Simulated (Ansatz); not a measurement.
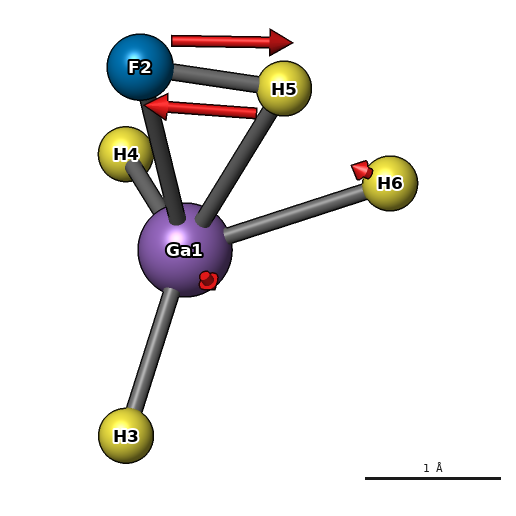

Arrows show the forces on the atoms, 0.5 Å of arrow for 1 eV/Å; forces under a tenth of the largest aren't drawn. Level of theory: PBE0-D4/def2-SVP (Ansatz 0.2.0).

Which bond do the forces act along most?

Answer. F2–H5, now 1.096 Å: the forces pull its atoms together, so a first step downhill shortens it.

List the force components in the frame of the picture (x right, y up, z towards the viewer), in eV/Å.

```
atom     Fx     Fy     Fz
 Ga1   0.17  −0.22  −0.25
  F2   1.83  −0.03  −0.01
  H3  −0.01  −0.01   0.01
  H4  −0.01   0.01  −0.01
  H5  −1.70   0.13   0.11
  H6  −0.29   0.13   0.16
```
